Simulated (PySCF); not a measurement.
## Single-point calculation, with input and output: BCl

BCl, set up with RHF/def2-tzv2p, ccsd(t) (PySCF 2.14.0).

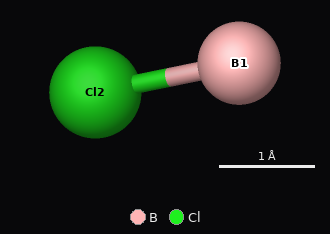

The input geometry (ball-and-stick view, seen at a tilt; atoms are numbered from 1 in the order of the input).

## Outcome

```csv
quantity,value
outcome,refused by the program
hardware,"1 CPU thread, shared host"
```

## What went wrong

Some settings of this run were drawn to be unusual or wrong. The program refused the input: “def2-tzv2p”

## Input
```python
from pyscf import gto, scf, cc

mol = gto.M(
    atom='B 0 0 0; Cl 0 0 1.687',
    basis='def2-tzv2p',
    charge=0,
    spin=0,
    verbose=4,
)
mf = scf.RHF(mol)
mf.kernel()
mycc = cc.CCSD(mf, frozen=1)
mycc.kernel()
mycc.ccsd_t()
mf.dip_moment()
print('orbital energies (hartree):', mf.mo_energy[..., max(0, mol.nelec[1]-3):mol.nelec[0]+3].round(4))
```

Launched with:
```bash
OMP_NUM_THREADS=1 python input.py
```

## Output
```
KeyError: 'Basis set def2-tzv2p does not exist'

During handling of the above exception, another exception occurred:

pyscf.lib.exceptions.BasisNotFoundError: def2-tzv2p
```
